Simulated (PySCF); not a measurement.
# GeH3O (SMILES [O][GeH3]): a chain of runs

We compute a series of 18 runs (UPBE0-D4/def2-TZVP, UMP2/def2-TZVPP, URI-MP2/def2-QZVPP, UPBE-D4/def2-TZVPP, U-r2SCAN-D4/def2-TZVPP, UB3LYP-D4/def2-TZVPP, UPBE0-D4/def2-TZVPP, U-wB97M-V/def2-TZVPP, and more) of GeH3O. 

Program for the calculation: PySCF 2.14.0.

1 further run of the same task is left out (for a faulty analytic Hessian).

### 1 The structure to begin with

The species is GeH3O (5 atoms), meant as a doublet with charge 0. SMILES: `[O][GeH3]`. All atoms were displaced at random from a relaxed shape. The run starts from this shape.

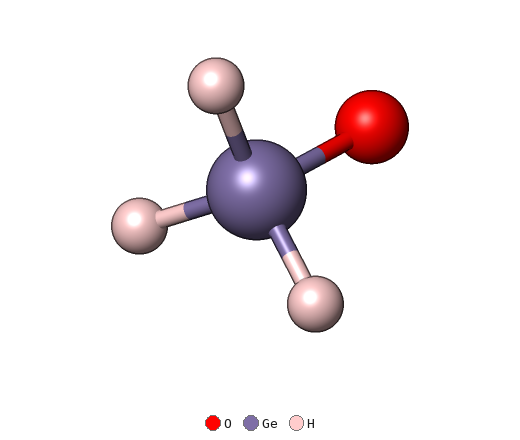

Viewed from a chosen angle; oxygen red, germanium purple, hydrogen pink.

### 2 A geometry optimisation at UPBE0-D4/def2-TZVP (density fitting with def2-universal-jkfit) (run 1)

start.xyz reads:

```xyz
5
GeH3O
O     -1.386663     0.408114     0.749148
Ge     0.102799    -0.012105    -0.051596
H     -0.167475    -0.105639    -1.566146
H      0.557538    -1.407444     0.444838
H      1.043277     1.095370     0.254015
```

run.py reads:

```python
from pyscf import gto, dft
from pyscf.geomopt.geometric_solver import kernel as optimise

mol = gto.M(
    atom='start.xyz',
    max_memory=1860,
    basis='def2-tzvp',
    verbose=3,
    spin=1,
)

calc0 = dft.UKS(mol, xc='pbe0')
calc0 = calc0.density_fit(auxbasis='def2-universal-jkfit')
calc0.max_cycle = 100
calc0.grids.level = 4
calc0.conv_tol = 1e-09
calc0.disp = 'd4'
converged, mol_eq = optimise(calc0, maxsteps=100)
print('converged:', converged)
print(mol_eq.tostring())

calc0.reset(mol_eq)
mol = mol_eq
calc0.kernel()
e_final = calc0.e_tot
print('E = %.10f Eh' % e_final)
```

The run is started by

```sh
OMP_NUM_THREADS=1 python run.py
```

Log:

```text
maxiter                   100
----------------------------------------------------------
Custom engine selected.
Bonds will be generated from interatomic distances less than 1.20 times sum of covalent radii
15 internal coordinates being used (instead of 15 Cartesians)
Internal coordinate system (atoms numbered from 1):
Distance 1-2
Distance 2-3
Distance 2-4
Distance 2-5
Angle 1-2-3
Angle 1-2-4
Angle 1-2-5
Angle 3-2-4
Angle 3-2-5
Angle 4-2-5
Translation-X 1-5
Translation-Y 1-5
Translation-Z 1-5
Rotation-A 1-5
Rotation-B 1-5
Rotation-C 1-5
> ===== Optimization Info: ====
> Job type: Energy minimization
> Maximum number of optimization cycles: 100
> Initial / maximum trust radius (Angstrom): 0.100 / 0.300
> Convergence Criteria:
> Will converge when all 5 criteria are reached:
>  |Delta-E| < 1.00e-06
>  RMS-Grad  < 3.00e-04
>  Max-Grad  < 4.50e-04
>  RMS-Disp  < 1.20e-03
>  Max-Disp  < 1.80e-03
> === End Optimization Info ===

Geometry optimization cycle 1
Cartesian coordinates (Angstrom)
 Atom        New coordinates             dX        dY        dZ
   O  -1.386663   0.408114   0.749148    0.000000 -0.000000  0.000000
  Ge   0.102799  -0.012105  -0.051596   -0.000000  0.000000  0.000000
   H  -0.167475  -0.105639  -1.566146    0.000000  0.000000  0.000000
   H   0.557538  -1.407444   0.444838   -0.000000  0.000000  0.000000
   H   1.043277   1.095370   0.254015    0.000000  0.000000  0.000000

WARN: Mole.unit (angstrom) is changed to Bohr

WARN: HOMO -0.332219037248468 >= LUMO -0.332219037248465

converged SCF energy = -2153.63623383632  <S^2> = 0.75435183  2S+1 = 2.0043471
--------------- DFUKS_Scanner gradients ---------------
         x                y                z
0 O     0.0264077893    -0.0014865402    -0.0120317413
1 Ge    -0.0122818987     0.0176194065     0.0170012654
2 H     0.0013564381    -0.0003559031    -0.0006258058
3 H     0.0016705554    -0.0044697818    -0.0013915148
4 H    -0.0171919612    -0.0113183176    -0.0029446691
----------------------------------------------
cycle 1: E = -2153.63623384  dE = -2153.64  norm(grad) = 0.0453219
Step    0 : Gradient = 2.027e-02/2.906e-02 (rms/max) Energy = -2153.6362338363
Hessian Eigenvalues: 5.00000e-02 5.00000e-02 5.00000e-02 ... 1.60000e-01 1.75522e-01 3.12262e-01

Geometry optimization cycle 2
Cartesian coordinates (Angstrom)
 Atom        New coordinates             dX        dY        dZ
   O  -1.449691   0.358412   0.754702   -0.063028 -0.049702  0.005554
  Ge   0.104611  -0.001068  -0.058713    0.001812  0.011037 -0.007117
   H  -0.181193  -0.106663  -1.568195   -0.013718 -0.001024 -0.002049
   H   0.541645  -1.379447   0.455686   -0.015893  0.027997  0.010848
   H   1.136172   1.107651   0.246379    0.092895  0.012281 -0.007636
converged SCF energy = -2153.63952364318  <S^2> = 0.75423691  2S+1 = 2.0042324
--------------- DFUKS_Scanner gradients ---------------
         x                y                z
0 O     0.0015177483     0.0006037261    -0.0007872260
1 Ge    -0.0033758497    -0.0015714322     0.0036902678
2 H     0.0006103937    -0.0015485957    -0.0007124251
3 H    -0.0001101551    -0.0001840303    -0.0024943554
4 H     0.0013666101     0.0026750842     0.0003100470
----------------------------------------------
cycle 2: E = -2153.63952364  dE = -0.00328981  norm(grad) = 0.00703118
Step    1 : Displace = 5.802e-02/9.337e-02 (rms/max) Trust = 1.000e-01 (=) Grad = 3.144e-03/5.243e-03 (rms/max) E (change) = -2153.6395236432 (-3.290e-03) Quality = 0.980
Hessian Eigenvalues: 4.99995e-02 5.00000e-02 5.00000e-02 ... 1.62725e-01 2.01285e-01 3.06807e-01

Geometry optimization cycle 3
Cartesian coordinates (Angstrom)
 Atom        New coordinates             dX        dY        dZ
   O  -1.451225   0.346957   0.752297   -0.001534 -0.011455 -0.002405
  Ge   0.107922  -0.000301  -0.067549    0.003311  0.000767 -0.008837
   H  -0.187799  -0.091427  -1.573492   -0.006606  0.015236 -0.005298
   H   0.540676  -1.371131   0.475650   -0.000969  0.008316  0.019963
   H   1.141587   1.096172   0.242599    0.005414 -0.011478 -0.003781
converged SCF energy = -2153.63972243868  <S^2> = 0.75419393  2S+1 = 2.0041895
--------------- DFUKS_Scanner gradients ---------------
         x                y                z
0 O    -0.0003104365     0.0004328678    -0.0002754602
1 Ge    -0.0002041456    -0.0001467379     0.0014945386
2 H    -0.0000258340    -0.0006496228    -0.0001137283
3 H     0.0001823310    -0.0003614897    -0.0010810927
4 H     0.0003739706     0.0007012200    -0.0000180072
----------------------------------------------
cycle 3: E = -2153.63972244  dE = -0.000198796  norm(grad) = 0.0022487
Step    2 : Displace = 1.533e-02/2.156e-02 (rms/max) Trust = 1.414e-01 (+) Grad = 1.006e-03/1.516e-03 (rms/max) E (change) = -2153.6397224387 (-1.988e-04) Quality = 1.385
Hessian Eigenvalues: 4.99669e-02 5.00000e-02 5.00000e-02 ... 1.66321e-01 1.98113e-01 3.14061e-01

Geometry optimization cycle 4
Cartesian coordinates (Angstrom)
 Atom        New coordinates             dX        dY        dZ
   O  -1.448055   0.337034   0.754799    0.003170 -0.009923  0.002502
  Ge   0.108464  -0.000331  -0.076586    0.000542 -0.000030 -0.009036
   H  -0.189115  -0.080751  -1.581565   -0.001316  0.010676 -0.008073
   H   0.535132  -1.362651   0.491969   -0.005543  0.008480  0.016320
   H   1.143392   1.089161   0.240304    0.001805 -0.007011 -0.002294
converged SCF energy = -2153.63978085499  <S^2> = 0.75417352  2S+1 = 2.0041692
--------------- DFUKS_Scanner gradients ---------------
         x                y                z
0 O    -0.0007262582     0.0001630187    -0.0003148939
1 Ge     0.0011067068    -0.0000440209     0.0004223160
2 H    -0.0005352647     0.0000698226     0.0001361375
3 H     0.0002263947     0.0000707331    -0.0001549361
4 H    -0.0000496107    -0.0002826379    -0.0000864965
----------------------------------------------
cycle 4: E = -2153.63978085  dE = -5.84163e-05  norm(grad) = 0.0015932
Step    3 : Displace = 1.266e-02/1.863e-02 (rms/max) Trust = 2.000e-01 (+) Grad = 7.125e-04/1.185e-03 (rms/max) E (change) = -2153.6397808550 (-5.842e-05) Quality = 1.199
Hessian Eigenvalues: 4.94048e-02 5.00000e-02 5.00000e-02 ... 1.74359e-01 2.31597e-01 3.12333e-01

Geometry optimization cycle 5
Cartesian coordinates (Angstrom)
 Atom        New coordinates             dX        dY        dZ
   O  -1.444218   0.333245   0.761326    0.003837 -0.003790  0.006528
  Ge   0.106414   0.000407  -0.081816   -0.002050  0.000737 -0.005231
   H  -0.184431  -0.078423  -1.587859    0.004684  0.002328 -0.006294
   H   0.528926  -1.358987   0.497872   -0.006206  0.003665  0.005903
   H   1.141405   1.088280   0.239108   -0.001987 -0.000881 -0.001196
converged SCF energy = -2153.63980420153  <S^2> = 0.75418187  2S+1 = 2.0041775
--------------- DFUKS_Scanner gradients ---------------
         x                y                z
0 O    -0.0005988265     0.0000011539    -0.0003225343
1 Ge     0.0010048678    -0.0000023195     0.0000339517
2 H    -0.0005613514     0.0002887783     0.0001779500
3 H     0.0002269753     0.0001333479     0.0001950519
4 H    -0.0000459567    -0.0004425793    -0.0000878833
----------------------------------------------
cycle 5: E = -2153.6398042  dE = -2.33465e-05  norm(grad) = 0.00148888
Step    4 : Displace = 7.232e-03/9.302e-03 (rms/max) Trust = 2.828e-01 (+) Grad = 6.658e-04/1.005e-03 (rms/max) E (change) = -2153.6398042015 (-2.335e-05) Quality = 1.671
Hessian Eigenvalues: 2.49666e-02 4.99999e-02 5.00000e-02 ... 1.72022e-01 2.12400e-01 3.10308e-01

Geometry optimization cycle 6
Cartesian coordinates (Angstrom)
 Atom        New coordinates             dX        dY        dZ
   O  -1.432678   0.328353   0.782465    0.011540 -0.004892  0.021139
  Ge   0.099121   0.002977  -0.093232   -0.007293  0.002570 -0.011415
   H  -0.166996  -0.078928  -1.603440    0.017435 -0.000505 -0.015581
   H   0.510940  -1.352314   0.505629   -0.017986  0.006672  0.007758
   H   1.131811   1.090473   0.237148   -0.009593  0.002193 -0.001959
converged SCF energy = -2153.63981478367  <S^2> = 0.75422925  2S+1 = 2.0042248
--------------- DFUKS_Scanner gradients ---------------
         x                y                z
0 O     0.0001931257    -0.0004639443     0.0002663892
1 Ge    -0.0001407253     0.0002765988    -0.0011585978
2 H     0.0000888956     0.0003805806     0.0000320053
3 H    -0.0001171765     0.0002697506     0.0008081475
4 H     0.0000062966    -0.0004749587     0.0000399745
----------------------------------------------
cycle 6: E = -2153.63981478  dE = -1.05821e-05  norm(grad) = 0.00169787
Step    5 : Displace = 1.923e-02/2.653e-02 (rms/max) Trust = 3.000e-01 (+) Grad = 7.593e-04/1.199e-03 (rms/max) E (change) = -2153.6398147837 (-1.058e-05) Quality = 0.310
Hessian Eigenvalues: 4.79525e-02 5.00000e-02 5.00000e-02 ... 1.65189e-01 2.00830e-01 3.11578e-01

Geometry optimization cycle 7
Cartesian coordinates (Angstrom)
 Atom        New coordinates             dX        dY        dZ
   O  -1.437427   0.334026   0.774312   -0.004749  0.005674 -0.008153
  Ge   0.101456   0.001746  -0.086610    0.002335 -0.001231  0.006622
   H  -0.172710  -0.081665  -1.595676   -0.005714 -0.002736  0.007764
   H   0.518674  -1.357704   0.498280    0.007734 -0.005390 -0.007349
   H   1.133543   1.092205   0.238613    0.001732  0.001732  0.001464
converged SCF energy = -2153.63983737812  <S^2> = 0.75420591  2S+1 = 2.0042015
--------------- DFUKS_Scanner gradients ---------------
         x                y                z
0 O     0.0000623928    -0.0001482570    -0.0002269418
1 Ge    -0.0000287914     0.0000575157    -0.0000568437
2 H    -0.0001710434     0.0002136225     0.0000803871
3 H     0.0000932871     0.0000256936     0.0002473032
4 H     0.0000723385    -0.0001674895    -0.0000518573
----------------------------------------------
cycle 7: E = -2153.63983738  dE = -2.25945e-05  norm(grad) = 0.000522104
Step    6 : Displace = 9.183e-03/1.179e-02 (rms/max) Trust = 3.000e-01 (=) Grad = 2.335e-04/2.852e-04 (rms/max) E (change) = -2153.6398373781 (-2.259e-05) Quality = 0.981
Hessian Eigenvalues: 4.95528e-02 4.99951e-02 5.00000e-02 ... 1.65729e-01 1.97453e-01 3.09097e-01

Geometry optimization cycle 8
Cartesian coordinates (Angstrom)
 Atom        New coordinates             dX        dY        dZ
   O  -1.436554   0.336320   0.776909    0.000873  0.002293  0.002597
  Ge   0.100390   0.002036  -0.086543   -0.001066  0.000290  0.000067
   H  -0.170183  -0.083967  -1.596341    0.002527 -0.002303 -0.000665
   H   0.516947  -1.358383   0.496147   -0.001727 -0.000679 -0.002134
   H   1.130933   1.094010   0.239198   -0.002610  0.001805  0.000585
converged SCF energy = -2153.63984146293  <S^2> = 0.7542079  2S+1 = 2.0042035
--------------- DFUKS_Scanner gradients ---------------
         x                y                z
0 O     0.0001058091    -0.0000969653    -0.0001562764
1 Ge    -0.0001254951     0.0000268148     0.0000826568
2 H    -0.0000649278     0.0000957204     0.0000225286
3 H     0.0000474943     0.0000119155     0.0000884882
4 H     0.0000648655    -0.0000571717    -0.0000449961
----------------------------------------------
cycle 8: E = -2153.63984146  dE = -4.08481e-06  norm(grad) = 0.000319272
Step    7 : Displace = 2.931e-03/3.709e-03 (rms/max) Trust = 3.000e-01 (=) Grad = 1.428e-04/2.122e-04 (rms/max) E (change) = -2153.6398414629 (-4.085e-06) Quality = 1.423
Hessian Eigenvalues: 4.48669e-02 4.99809e-02 5.00000e-02 ... 1.66055e-01 1.99038e-01 2.98102e-01

Geometry optimization cycle 9
Cartesian coordinates (Angstrom)
 Atom        New coordinates             dX        dY        dZ
   O  -1.435933   0.338807   0.779317    0.000621  0.002487  0.002409
  Ge   0.099322   0.002433  -0.086825   -0.001068  0.000397 -0.000282
   H  -0.168223  -0.085830  -1.597153    0.001960 -0.001863 -0.000812
   H   0.514896  -1.358655   0.494805   -0.002051 -0.000272 -0.001342
   H   1.128257   1.095592   0.239996   -0.002676  0.001582  0.000798
converged SCF energy = -2153.63984263368  <S^2> = 0.75420916  2S+1 = 2.0042047
--------------- DFUKS_Scanner gradients ---------------
         x                y                z
0 O     0.0000471734    -0.0000366518    -0.0000212501
1 Ge    -0.0000673537     0.0000223920     0.0000561546
2 H     0.0000183498    -0.0000033324    -0.0000107138
3 H     0.0000038416    -0.0000084071    -0.0000112435
4 H     0.0000251889     0.0000054854    -0.0000200998
----------------------------------------------
cycle 9: E = -2153.63984263  dE = -1.17074e-06  norm(grad) = 0.000118129
Step    8 : Displace = 2.605e-03/3.271e-03 (rms/max) Trust = 3.000e-01 (=) Grad = 5.283e-05/9.051e-05 (rms/max) E (change) = -2153.6398426337 (-1.171e-06) Quality = 0.972
Hessian Eigenvalues: 3.96628e-02 4.99781e-02 5.00000e-02 ... 1.68756e-01 2.00469e-01 2.92402e-01

Geometry optimization cycle 10
Cartesian coordinates (Angstrom)
 Atom        New coordinates             dX        dY        dZ
   O  -1.436181   0.339575   0.779317   -0.000249  0.000769 -0.000000
  Ge   0.099060   0.002569  -0.086829   -0.000261  0.000136 -0.000004
   H  -0.168461  -0.085839  -1.597138   -0.000237 -0.000009  0.000015
   H   0.514441  -1.358493   0.494962   -0.000455  0.000162  0.000157
   H   1.127812   1.095770   0.240261   -0.000445  0.000178  0.000264
converged SCF energy = -2153.63984265982  <S^2> = 0.75420864  2S+1 = 2.0042042
--------------- DFUKS_Scanner gradients ---------------
         x                y                z
0 O     0.0000200876    -0.0000118227     0.0000021395
1 Ge    -0.0000195924    -0.0000005005     0.0000181353
2 H     0.0000157472    -0.0000063059    -0.0000084323
3 H     0.0000054715    -0.0000071885    -0.0000133836
4 H     0.0000052686     0.0000049317    -0.0000054192
----------------------------------------------
cycle 10: E = -2153.63984266  dE = -2.61421e-08  norm(grad) = 4.42932e-05
Step    9 : Displace = 2.202e-04/3.120e-04 (rms/max) Trust = 3.000e-01 (=) Grad = 1.981e-05/2.670e-05 (rms/max) E (change) = -2153.6398426598 (-2.614e-08) Quality = 0.623
Hessian Eigenvalues: 3.96628e-02 4.99781e-02 5.00000e-02 ... 1.68756e-01 2.00469e-01 2.92402e-01
Converged! =D

converged: True
O          -1.43618138        0.33957537        0.77931710
Ge          0.09906033        0.00256928       -0.08682909
H          -0.16846060       -0.08583930       -1.59713798
H           0.51444102       -1.35849292        0.49496183
H           1.12781162        1.09576977        0.24026080

WARN: HOMO -0.33555563770182 >= LUMO -0.335555637701819

converged SCF energy = -2153.63984266395  <S^2> = 0.75420848  2S+1 = 2.0042041
E = -2153.6398426639 Eh
```

Run time: 5.3 min. Hardware: 1 thread of Arm Neoverse V1, shared host; peak memory 0.96 GiB.

Step by step:

```
step  energy from the first frame kept (eV)  largest force (eV/Å)
   0                                 0.0000                1.4942
   1                                -0.0895                0.2696
   2                                -0.0949                0.0779
   3                                -0.0965                0.0610
   4                                -0.0972                0.0517
   5                                -0.0974                0.0617
   6                                -0.0981                0.0147
   7                                -0.0982                0.0109
   8                                -0.0982                0.0047
   9                                -0.0982                0.0014
```

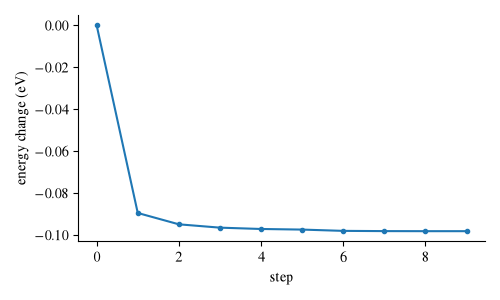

Energy along the run.

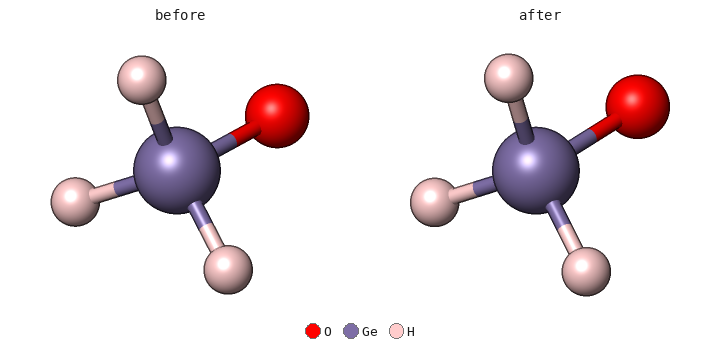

Before and after, at one scale.

After the run. Bond lengths: O1–Ge2 1.795 Å, Ge2–H3 1.536 Å, Ge2–H4 1.537 Å, Ge2–H5 1.536 Å. Angles: O1–Ge2–H3 109.7°, O1–Ge2–H4 102.4°, O1–Ge2–H5 109.7°, H3–Ge2–H4 111.6°, H3–Ge2–H5 111.5°, H4–Ge2–H5 111.6°.

### 3 A single-point energy at UMP2/def2-TZVPP (run 3)

calc.py reads:

```python
# [O][GeH3]
from pyscf import gto, scf, mp

system = gto.M(
    atom='''
O   -1.436181   0.339575   0.779317
Ge   0.099060   0.002569  -0.086829
H   -0.168461  -0.085839  -1.597138
H    0.514441  -1.358493   0.494962
H    1.127812   1.095770   0.240261
''',
    spin=1,
    basis='def2-tzvpp',
    verbose=3,
    max_memory=1860,
    charge=0,
)

myscf = scf.UHF(system)
myscf.conv_tol = 1e-10
myscf.kernel()
if not myscf.converged:
    myscf = myscf.newton().run(myscf.mo_coeff, myscf.mo_occ)

pt = mp.MP2(myscf, frozen=10).run()
energy = pt.e_tot
print('E = %.10f Eh' % energy)
```

The run is started by

```sh
OMP_NUM_THREADS=1 python calc.py
```

Log:

```text
converged SCF energy = -2151.96731421072  <S^2> = 0.75848042  2S+1 = 2.0084625
E(UMP2) = -2152.41619811626  E_corr = -0.448883905537908
E(SCS-UMP2) = -2152.40686499228  E_corr = -0.439550781561193
E = -2152.4161981163 Eh
```

Wall time 14 s (1 thread of Arm Neoverse V1, shared host); peak memory 0.43 GiB.

Runs 4 to 18 aren't shown in full; the table further down has their settings and results.

### 4 The singlet cation: the energy at B3LYP/6-31G(d) (spherical functions) (run 19)

calc.py reads:

```python
from pyscf import gto, dft

mol = gto.Mole()
mol.atom = '''
O       -1.436181       0.339575       0.779317
Ge       0.099060       0.002569      -0.086829
H       -0.168461      -0.085839      -1.597138
H        0.514441      -1.358493       0.494962
H        1.127812       1.095770       0.240261
'''
mol.basis = '6-31g*'
mol.verbose = 3
mol.max_memory = 1860
mol.spin = 0
mol.charge = 1
mol.build()

myscf = dft.RKS(mol)
myscf.xc = 'b3lyp'
myscf.conv_tol = 1e-10
myscf.grids.level = 5
myscf.kernel()
if not myscf.converged:
    myscf = myscf.newton().run(myscf.mo_coeff, myscf.mo_occ)

e_tot = myscf.e_tot
print('E(%s) = %.9f' % ('B3LYP', e_tot))
```

The run is started by

```sh
OMP_NUM_THREADS=1 python calc.py
```

Log:

```text
converged SCF energy = -2153.24470043278
E(B3LYP) = -2153.244700433
```

Wall time 9.6 s (1 thread of Arm Neoverse V1, shared host); peak memory 0.32 GiB.

### 5 Overview of the runs

```csv
run,level,task,integral approximation,partner,energy (Eh),dipole moment (D) of the reference,HOMO energy (eV),LUMO energy (eV),wall time
1,UPBE0-D4/def2-TZVP (density fitting with def2-universal-jkfit),optimise,def2-universal-jkfit,base,-2153.639843,2.04,-8.38,-4.08,5.3 min
3,UMP2/def2-TZVPP,energy,none,base,-2152.416198,2.11,-12.34,2.07,14 s
4,URI-MP2/def2-QZVPP (density fitting with def2-universal-jkfit),energy,def2-universal-jkfit,base,-2152.742484,2.12,-12.35,1.85,23 s
5,UPBE-D4/def2-TZVPP,energy,none,base,-2153.583774,2.13,-6.61,-5.91,49 s
6,U-r2SCAN-D4/def2-TZVPP,energy,none,base,-2153.939643,2.04,-7.05,-5.16,2.3 min
7,UB3LYP-D4/def2-TZVPP,energy,none,base,-2154.039812,2.09,-8.12,-4.66,60 s
8,UPBE0-D4/def2-TZVPP,energy,none,base,-2153.640519,2.04,-8.38,-4.08,62 s
9,U-wB97M-V/def2-TZVPP (density fitting with def2-universal-jkfit),energy,def2-universal-jkfit,base,-2153.834594,2.05,-10.77,-1.86,2.4 min
10,UB2PLYP/def2-TZVPP,energy,none,base,-2153.563763,2.07,-9.94,-1.76,67 s
11,USVWN5/def2-TZVPP,energy,none,base,-2150.260923,2.40,-6.58,-6.47,32 s
12,UM06-2X/def2-TZVPP,energy,none,base,-2153.950618,2.11,-9.99,-2.67,2.5 min
13,UB3LYP/6-31G* (spherical functions),energy,none,base,-2153.703649,2.10,-7.77,-4.28,20 s
14,UHF/STO-3G,energy,none,base,-2127.321759,1.39,-8.72,9.45,0.64 s
15,CCSD(T)/def2-TZVPP,energy,none,cation,-2152.011353,–,-19.33,-10.19,3.7 min
16,MP2/def2-TZVPP,energy,none,cation,-2151.917590,–,-19.33,-10.19,6.6 s
17,PBE-D4/def2-TZVPP,energy,none,cation,-2153.140733,–,–,–,1.9 min
18,B3LYP-D4/def2-TZVPP,energy,none,cation,-2153.575210,–,-16.09,-14.93,29 s
19,B3LYP/6-31G* (spherical functions),energy,none,cation,-2153.244700,–,-16.06,-14.90,9.6 s
```

### 6 Summary of results

```
                                                                quantity           value
                                    singlet cation, run 19: total energy  -2153.24470 Eh
                                     singlet cation, run 19: HOMO energy       -16.06 eV
                                     singlet cation, run 19: LUMO energy       -14.90 eV
                                   singlet cation, run 19: HOMO–LUMO gap         1.16 eV
     vertical ionisation energy (to the singlet cation), UMP2/def2-TZVPP       13.568 eV
vertical ionisation energy (to the singlet cation), UB3LYP-D4/def2-TZVPP       12.642 eV
       vertical ionisation energy (to the singlet cation), UB3LYP/6-31G*       12.489 eV
```

What this shows: At UMP2/def2-TZVPP: removing an electron at fixed nuclei costs 13.57 eV (313 kcal/mol). Only the singlet of the ionised species was computed; a triplet could lie lower. At UB3LYP-D4/def2-TZVPP: the vertical ionisation energy comes to 12.64 eV (1220 kJ/mol). At UB3LYP/6-31G*: the vertical ionisation energy comes to 12.49 eV (1205 kJ/mol). Totals of different functionals can't be ranked against each other. In run 15 the T1 diagnostic is large, so a single reference may not serve. In run 14 the basis is minimal, so the values are rough. All runs together took 24 min, the longest 5.3 min.
